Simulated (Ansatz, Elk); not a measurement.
## How far do independent atoms describe Tl3Cd2Bi?

The structure of Tl3Cd2Bi used here is made up (a known structure type with other elements) and was relaxed beforehand with PBE. The aim is the Fourier transform of its all-electron density, F(hkl), set beside the sum over free spherical atoms that refinements use.

Method: DFT, PBE, all-electron APW+lo, Dirac cores, scalar-relativistic bands, static density, no spin, in Elk 11.2.3 (patched build).

The structure was built from a prototype and need not be the compound's stable phase.

**1. The structure**

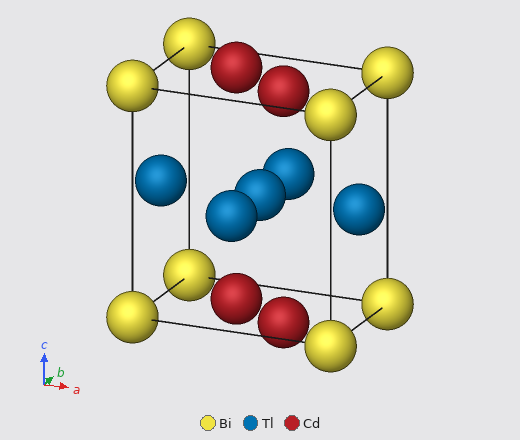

The cell as given, slightly off an axis (bismuth yellow, thallium blue, cadmium red). Some periodic images of atoms are drawn too.

**2. Ground state and structure factors**

An all-electron density is needed, since X-rays see the cores too. Task 0 finds the density and task 195 Fourier-transforms it; tshift is off so that phases refer to the origin typed.

elk.in reads:

```
tasks
  0
  195

xctype
  20

spinpol
  .false.

rgkmax
  7.0

gmaxvr
  14.0

lmaxo
  7

lmaxapw
  8

swidth
  0.002

tshift
  .false.

ramdisk
  .false.

hmaxvr
  5.5

maxscl
  120

epspot
  1e-06

sppath
  './'

avec
  11.93627205754 -0.00000000000 0.00000000000
  -5.96813602877 10.33711482831 -0.00000000000
  0.00000000000 -0.00000000000 10.44553920125

atoms
  3
  'Bi.in'
  1
  -0.0000000000 0.0000000000 0.0000000000   0.000000 0.000000 0.000000
  'Tl.in'
  3
  0.5000000000 0.0000000000 0.5000000000   0.000000 0.000000 0.000000
  0.5000000000 0.5000000000 0.5000000000   0.000000 0.000000 0.000000
  -0.0000000000 0.5000000000 0.5000000000   0.000000 0.000000 0.000000
  'Cd.in'
  2
  0.6666666667 0.3333333333 -0.0000000000   0.000000 0.000000 0.000000
  0.3333333333 0.6666666667 -0.0000000000   0.000000 0.000000 0.000000

ngridk
  4 4 4
```

On the command line:

```sh
> OMP_NUM_THREADS=4 elk
```

Numbers of over 12 decimals in the logs are rounded to 6 here.

What it wrote:

```text
┌─────────────────────────┐
│ Elk code version 11.2.3 │
└─────────────────────────┘

All units are atomic (Hartree, Bohr, etc.)

┌─────────────────────────────────────────────────┐
│ Ground-state run starting from atomic densities │
└─────────────────────────────────────────────────┘

Lattice vectors :
   11.93627206      -0.000000000       0.000000000
  -5.968136029       10.33711483      -0.000000000
   0.000000000      -0.000000000       10.44553920

Reciprocal lattice vectors :
  0.5263942776      0.3039138779       0.000000000
   0.000000000      0.6078277558       0.000000000
   0.000000000       0.000000000      0.6015185225

Unit cell volume      :    1288.839723
Brillouin zone volume :   0.1924600934

Muffin-tin inner radius fraction :   0.1000000000E-01

Nuclei treated as point charges

Species : 1 (Bi)
 parameters loaded from : Bi.in
 name : bismuth
 nuclear charge    :   -83.00000000
 electronic charge :    83.00000000
 atomic mass :    380947.9285
 muffin-tin radius :    2.800000000
 number of radial points in muffin-tin :   1393
 inner part over the whole radius :   0.9976520004E-02
 number on inner part of muffin-tin    :   1001
 approximate nuclear radius :   0.1052171418E-03
 number of mesh points to nuclear radius :    526
 atomic positions (lattice), magnetic fields (Cartesian) :
  1 :   0.00000000  0.00000000  0.00000000    0.00000000  0.00000000  0.00000000

Species : 2 (Tl)
 parameters loaded from : Tl.in
 name : thallium
 nuclear charge    :   -81.00000000
 electronic charge :    81.00000000
 atomic mass :    372567.9643
 muffin-tin radius :    2.800000000
 number of radial points in muffin-tin :   1393
 inner part over the whole radius :   0.9893942913E-02
 number on inner part of muffin-tin    :   1000
 approximate nuclear radius :   0.1043008296E-03
 number of mesh points to nuclear radius :    525
 atomic positions (lattice), magnetic fields (Cartesian) :
  1 :   0.50000000  0.00000000  0.50000000    0.00000000  0.00000000  0.00000000
  2 :   0.50000000  0.50000000  0.50000000    0.00000000  0.00000000  0.00000000
  3 :   0.00000000  0.50000000  0.50000000    0.00000000  0.00000000  0.00000000

Species : 3 (Cd)
 parameters loaded from : Cd.in
 name : cadmium
 nuclear charge    :   -48.00000000
 electronic charge :    48.00000000
 atomic mass :    204912.7176
 muffin-tin radius :    2.600000000
 number of radial points in muffin-tin :   1193
 inner part over the whole radius :   0.9972693929E-02
 number on inner part of muffin-tin    :    850
 approximate nuclear radius :   0.8708852602E-04
 number of mesh points to nuclear radius :    426
 atomic positions (lattice), magnetic fields (Cartesian) :
  1 :  -0.33333333  0.33333333  0.00000000    0.00000000  0.00000000  0.00000000
  2 :   0.33333333 -0.33333333  0.00000000    0.00000000  0.00000000  0.00000000

Total number of atoms per unit cell :    6
Total muffin-tin volume :    515.0536436
 ratio of muffin-tin to unit cell volume :   0.3996258298

Spin treatment :
 spin-unpolarised

Number of Bravais lattice symmetries :   24
Number of crystal symmetries         :   24
Crystal has inversion symmetry
Real symmetric eigensolver will be used

k-point grid :      4     4     4
k-point offset :    0.000000000       0.000000000       0.000000000
k-point set is reduced with full crystal symmetry group
Total number of k-points :       12

Muffin-tin radius times maximum |G+k| :    7.000000000
 using average radius
Maximum |G+k| for APW functions       :    2.560975610
Maximum (1/2)|G+k|²                   :    3.279298037
Maximum |G| for potential and density :    14.00000000
Constant for pseudocharge density :   10
 order of it for each species :   17  17  17
 order of it for pair densities of each species (exact exchange by exxq0 0: 18) :   10  10   8
Radial integration step length :    1

G-vector grid sizes :     54    54    48
Number of G-vectors :    59783

Maximum angular momentum used for
 APW functions            :    8
 outer part of muffin-tin :    7
[...]
electron entropic           :    -0.19300620043254E-02
 total energy                :     -93640.997778966

Density of states at Fermi energy :    158.5198380
 (states/Hartree/unit cell)

Estimated indirect band gap :   0.3351956322E-02
 from k-point 12 to k-point 7
Estimated direct band gap   :   0.3640534994E-02
 at k-point 12

Charges :
 core                        :    314.0000000
 valence                     :    108.0000000
 interstitial                :    9.451720768
 muffin-tins (core leakage)
  species : 1 (Bi)
[...]
species : 2 (Tl)
[...]
species : 3 (Cd)
[...]
total in muffin-tins        :    412.5482792
 total calculated charge     :    421.9985156
 total charge                :    422.0000000
 error                       :   0.1484443175E-02

RMS change in Kohn-Sham potential (target) :   0.1513287225     (  0.1000000000E-05)
Absolute change in total energy (target)   :   0.7131757083     (  0.1000000000E-03)

[... loops 3 to 15 left out ...]

┌──────────────────┐
│ Loop number : 16 │
└──────────────────┘

Energies :
 Fermi                       :     0.154791
 sum of occupied eigenvalues :     -57700.973304848
 electron kinetic            :      107525.79676211
 core electron kinetic       :      106315.55054093
 Coulomb                     :     -199310.93907842
 Coulomb potential           :     -162801.35644638
 nuclear-nuclear             :     -7176.6271174619
 electron-nuclear            :     -221595.61725343
 Hartree                     :      29461.305292471
 Madelung                    :     -117910.26085523
 xc potential                :     -2425.4136205783
 exchange                    :     -1828.8825345185
 correlation                 :     -25.178653054389
 electron entropic           :    -0.22125728280303E-02
 total energy                :     -93639.205716454

Density of states at Fermi energy :    188.2623414
 (states/Hartree/unit cell)

Estimated indirect band gap :   0.5316275757E-03
 from k-point 4 to k-point 3
Estimated direct band gap   :   0.6137756094E-02
 at k-point 4

Charges :
 core                        :    314.0000000
 valence                     :    108.0000000
 interstitial                :    9.183248965
 muffin-tins (core leakage)
  species : 1 (Bi)
[...]
species : 2 (Tl)
[...]
species : 3 (Cd)
[...]
total in muffin-tins        :    412.8167510
 total calculated charge     :    421.9985454
 total charge                :    422.0000000
 error                       :   0.1454641496E-02

RMS change in Kohn-Sham potential (target) :   0.5218009240E-07 (  0.1000000000E-05)
Absolute change in total energy (target)   :   0.5153185339E-04 (  0.1000000000E-03)

Convergence targets achieved

┌──────────────────┐
│ Loop number : 17 │
└──────────────────┘

Energies :
 Fermi                       :     0.154791
 sum of occupied eigenvalues :     -57700.973313123
 electron kinetic            :      107525.79674690
 core electron kinetic       :      106315.55052578
 Coulomb                     :     -199310.93907045
 Coulomb potential           :     -162801.35644195
 nuclear-nuclear             :     -7176.6271174619
 electron-nuclear            :     -221595.61724182
 Hartree                     :      29461.305288831
 Madelung                    :     -117910.26084948
 xc potential                :     -2425.4136180761
 exchange                    :     -1828.8825344048
 correlation                 :     -25.178653054315
 electron entropic           :    -0.22125726846517E-02
 total energy                :     -93639.205723583

Density of states at Fermi energy :    188.2623313
 (states/Hartree/unit cell)

Estimated indirect band gap :   0.5316357547E-03
 from k-point 4 to k-point 3
Estimated direct band gap   :   0.6137762384E-02
 at k-point 4

Charges :
 core                        :    314.0000000
 valence                     :    108.0000000
 interstitial                :    9.183249003
 muffin-tins (core leakage)
  species : 1 (Bi)
[...]
species : 2 (Tl)
[...]
atom 3                    :    79.59293503     (  0.3663809529E-04)
  species : 3 (Cd)
   atom 1                    :    46.51972497     (  0.2392888151E-03)
   atom 2                    :    46.51972497     (  0.2392888151E-03)
 total in muffin-tins        :    412.8167510
 total calculated charge     :    421.9985454
 total charge                :    422.0000000
 error                       :   0.1454641500E-02

┌──────────────────────────────┐
│ Self-consistent loop stopped │
└──────────────────────────────┘

Warning : core states of species 1 leak from the muffin-tin :   0.6610773087E-03

Warning : core states of species 3 leak from the muffin-tin :   0.2392888151E-03

Wrote STATE.OUT
```

The job ended after 64 s (4 threads of Arm Neoverse V1, shared host; peak memory 0.33 GiB).

SFACRHO.OUT:

```text

h k l indices transformed by vhmat matrix:
   1.000000000       0.000000000       0.000000000    
   0.000000000       1.000000000       0.000000000    
   0.000000000       0.000000000       1.000000000    

      h      k      l  multipl.   |H|            Re(F)            Im(F)           |F|

      0      0      0      1   0.0000000       422.00000      0.10741587E-15   422.00000    
      0      0      1      2  0.60151852      -62.517642     -0.73526879E-13   62.517642    
     -1      1      0      6  0.60782776      -43.531439     -0.44715610E-14   43.531439    
     -1      1     -1     12  0.85514859       107.54559     -0.62601855E-13   107.54559    
      2     -1      0      6   1.0527886       84.174633     -0.17361350E-13   84.174633    
      0      0      2      2   1.2030370       362.50266      0.13690628E-12   362.50266    
      1      1     -1     12   1.2125132       221.43786     -0.50430355E-13   221.43786    
      0      2      0      6   1.2156555       242.14289     -0.17886244E-13   242.14289    
      1     -1      2     12   1.3478697      -37.303846     -0.10284590E-12   37.303846    
      0     -2      1     12   1.3563343      -174.06234     -0.11626059E-12   174.06234    
      1      1      2     12   1.5986438       74.377660     -0.11649215E-12   74.377660    
      2      1      0     12   1.6081611      -34.936585      0.35772488E-13   34.936585    
      0     -2     -2     12   1.7102972       222.63740     -0.22357805E-12   222.63740    
     -1      3      1     24   1.7169760       94.183868      0.26829366E-13   94.183868    
      0      0     -3      2   1.8045556      -55.220607      0.26747291E-12   55.220607    
      3     -3      0      6   1.8234833       70.651840      0.69363235E-14   70.651840    
      1     -1      3     12   1.9041731       91.424640      0.89431221E-13   91.424640    
      0      3      1     12   1.9201343       192.68897     -0.32988843E-12   192.68897
```

Elk indexes on the primitive cell of elk.in and gives |H| = 4π sin θ/λ in inverse bohr. Below, one row stands for each form hkl of the conventional cell (m members, Friedel mates merged), F is for one primitive cell and the density is static (no thermal factor). Free-atom factors are Waasmaier and Kirfel's, and R is Σm||F|−|F'||/Σm|F|.

```csv
hkl,m,sin θ/λ (Å⁻¹),"abs F, DFT",neutral atoms,diff.
001,2,0.090,62.518,62.571,-0.054
100,6,0.091,43.531,43.541,-0.009
101,12,0.129,107.546,107.573,-0.027
110,6,0.158,84.175,84.283,-0.109
002,2,0.181,362.503,363.109,-0.606
111,12,0.182,221.438,221.914,-0.476
200,6,0.183,242.143,242.382,-0.239
102,12,0.203,37.304,37.399,-0.095
201,12,0.204,174.062,174.344,-0.282
112,12,0.240,74.378,74.500,-0.122
210,12,0.242,34.937,35.082,-0.145
202,12,0.257,222.637,222.772,-0.135
211,24,0.258,94.184,94.192,-0.008
003,2,0.271,55.221,55.248,-0.027
300,6,0.274,70.652,70.714,-0.063
103,12,0.286,91.425,91.441,-0.017
301,12,0.289,192.689,192.763,-0.074
212,24,0.302,31.597,31.687,-0.090
113,12,0.314,186.282,186.334,-0.052
220,6,0.317,305.097,305.212,-0.115
203,12,0.327,148.230,148.336,-0.106
302,12,0.329,65.083,65.042,+0.041
```

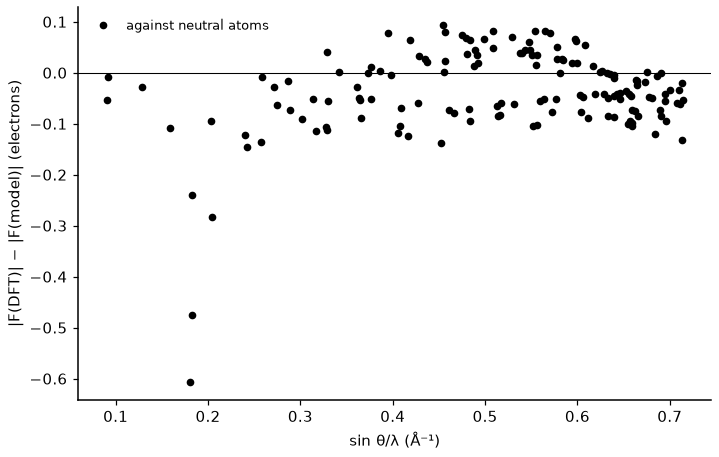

Difference between the calculated structure factors and the independent-atom ones.

**3. The highest occupied states alone**

An energy window below the Fermi level keeps the highest occupied states, to see at which angles they scatter; shallow core shells can lie inside it and anion s states outside. No new self-consistency is needed.

elk.in: that of step 2 with these lines changed.

```diff
@@ -1,3 +1,2 @@
 tasks
-  0
   195
@@ -40,2 +39,5 @@
 
+wsfac
+  -0.212700 0.454790
+
 sppath
```

On the command line:

```sh
> OMP_NUM_THREADS=4 elk
```

What it wrote:

```text
┌─────────────────────────────────┐
│ Elk code version 11.2.3 started │
└─────────────────────────────────┘

Info(readinput): the functional depends on the density's gradient
 muffin-tin radial points multiplied by    2.00000
 (not where nrmtscf is given)

┌────────────────────┐
│ Current task : 195 │
└────────────────────┘

Info(sfacrho): density structure factors written to SFACRHO.OUT

 Energy window :  -0.2127000000      0.4547900000

┌──────────────────┐
│ Elk code stopped │
└──────────────────┘
```

Wall time 35 s (4 threads); peak memory 0.21 GiB.

States within 10 eV below the Fermi level hold 36.00 electrons; any levels below the window count with the cores. Their amplitudes can exceed the total, where window and core parts have opposite phase:

```csv
hkl,sin θ/λ (Å⁻¹),"abs F, window","abs F, all"
001,0.090,16.222,62.518
100,0.091,9.804,43.531
101,0.129,6.459,107.546
110,0.158,14.103,84.175
002,0.181,13.653,362.503
111,0.182,12.953,221.438
200,0.183,5.122,242.143
102,0.203,5.740,37.304
201,0.204,6.029,174.062
112,0.240,8.644,74.378
```

**4. Another functional**

The difference from free atoms is small, so it is set against the change that LDA (Perdew-Wang) makes.

elk.in: that of step 3 with these lines changed.

```diff
@@ -1,2 +1,3 @@
 tasks
+  0
   195
@@ -4,3 +5,3 @@
 xctype
-  20
+  3
 
@@ -39,5 +40,2 @@
 
-wsfac
-  -0.212700 0.454790
-
 sppath
```

On the command line:

```sh
> OMP_NUM_THREADS=4 elk
```

What it wrote:

```text
┌─────────────────────────┐
│ Elk code version 11.2.3 │
└─────────────────────────┘

All units are atomic (Hartree, Bohr, etc.)

┌─────────────────────────────────────────────────┐
│ Ground-state run starting from atomic densities │
└─────────────────────────────────────────────────┘

Lattice vectors :
   11.93627206      -0.000000000       0.000000000
  -5.968136029       10.33711483      -0.000000000
   0.000000000      -0.000000000       10.44553920

Reciprocal lattice vectors :
  0.5263942776      0.3039138779       0.000000000
[...]
species : 3 (Cd)
   atom 1                    :    46.53148087     (  0.2400295949E-03)
   atom 2                    :    46.53148087     (  0.2400295949E-03)
 total in muffin-tins        :    412.8725252
 total calculated charge     :    421.9985536
 total charge                :    422.0000000
 error                       :   0.1446410445E-02

┌──────────────────────────────┐
│ Self-consistent loop stopped │
└──────────────────────────────┘

Warning : core states of species 1 leak from the muffin-tin :   0.6603326175E-03

Warning : core states of species 3 leak from the muffin-tin :   0.2400295949E-03

Wrote STATE.OUT
[key lines of the parts left out:]
total energy                :     -93584.595553703
```

It took 36 s on 4 threads; peak memory 0.26 GiB; 77 s of CPU time.

Against the first run R = 0.01 %; the largest change is -0.064 at 220.

**5. A coarser k-mesh**

About half the k-points along each axis test the sampling.

elk.in: that of step 4 with these lines changed.

```diff
@@ -5,3 +5,3 @@
 xctype
-  3
+  20
 
@@ -64,2 +64,2 @@
 ngridk
-  4 4 4
+  2 2 2
```

On the command line:

```sh
> OMP_NUM_THREADS=4 elk
```

What it wrote:

```text
┌─────────────────────────┐
│ Elk code version 11.2.3 │
└─────────────────────────┘

All units are atomic (Hartree, Bohr, etc.)

┌─────────────────────────────────────────────────┐
│ Ground-state run starting from atomic densities │
└─────────────────────────────────────────────────┘

Lattice vectors :
   11.93627206      -0.000000000       0.000000000
  -5.968136029       10.33711483      -0.000000000
   0.000000000      -0.000000000       10.44553920

Reciprocal lattice vectors :
  0.5263942776      0.3039138779       0.000000000
[...]
species : 3 (Cd)
   atom 1                    :    46.50235913     (  0.2390087351E-03)
   atom 2                    :    46.50235913     (  0.2390087351E-03)
 total in muffin-tins        :    412.7469064
 total calculated charge     :    421.9986810
 total charge                :    422.0000000
 error                       :   0.1319049477E-02

┌──────────────────────────────┐
│ Self-consistent loop stopped │
└──────────────────────────────┘

Warning : core states of species 1 leak from the muffin-tin :   0.6590028021E-03

Warning : core states of species 3 leak from the muffin-tin :   0.2390087351E-03

Wrote STATE.OUT
[key lines of the parts left out:]
total energy                :     -93639.231555561
```

Elapsed: 51 s, on 4 threads; peak memory 0.33 GiB; 84 s of CPU time.

Against the first run R = 0.00 %; the largest change is -0.144 at 002.

**6. Settings against the effect**

```csv
run,R against the first run (%),"R against neutral atoms, low angle (%)",wall time
"PBE, rgkmax 7",0.00,0.10,64 s
LDA (Perdew-Wang),0.01,0.11,36 s
k-mesh 2×2×2,0.00,0.11,51 s
```

**7. Outcome**

- R against neutral atoms, sin θ/λ < 0.3 Å⁻¹: 0.10 %
- R against neutral atoms, 0.3 to 0.71 Å⁻¹: 0.06 %

In words: Independent neutral atoms miss the calculated amplitudes by R = 0.10 % below 0.3 Å⁻¹ and 0.06 % from there to 0.71 Å⁻¹; by shells, 0.03 % below 0.15 Å⁻¹ (3 forms), 0.11 % 0.15 to 0.3 (14 forms), 0.06 % 0.3 to 0.45 (27 forms), 0.07 % above 0.45 (105 forms). Bonding, aspherical density and the tables' own atoms all enter these figures, and the runs don't part them. The largest change of an amplitude is -0.61 electrons, at 002. The window's part falls from 36.0 electrons at the origin to at most 1.15 between 0.45 and 0.71 Å⁻¹, where compact states inside the window still scatter. Below 0.3 Å⁻¹ the changes that finished (LDA (Perdew-Wang) and k-mesh 2×2×2) move F by R = 0.02 % at most, against the 0.10 % that separates it from free atoms. The basis has no finished test. Spin-orbit coupling is left out, which can matter for elements this heavy. Part of the difference isn't bonding: the tables are fits to free atoms and ions calculated by other methods than this functional. Thermal motion, anomalous dispersion and extinction are left out.

[Logs are printed without paths, hosts, clocks, repeated set-up lines and the standing remarks that a program may print on its own settings, such as how far it seeks lower states.]

[Hosts, paths, dates, database ids (printed as entryN), source tags and the programs' standing remarks are cut or masked in the printed files.]
